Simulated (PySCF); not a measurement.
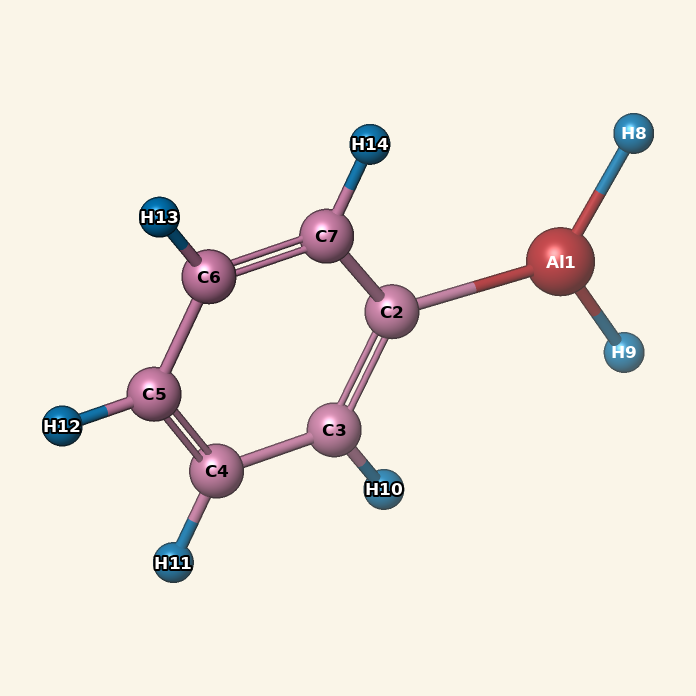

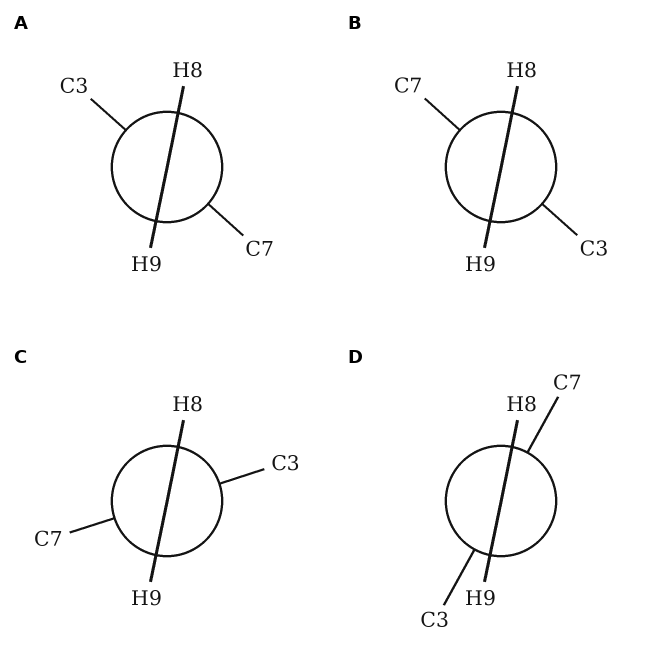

Atoms fade into the background with distance from the viewer. Bonds that would overlap in a projection are set slightly apart. Computed geometry: GFN2-xTB optimisation. No frequency run is at hand to confirm it as a minimum.

Which Newman projection shows the view along Al1–C2, with Al1 in front?

Answer. D. The torsion angle H8–Al1–C2–C3 is 180°, antiperiplanar (anti).
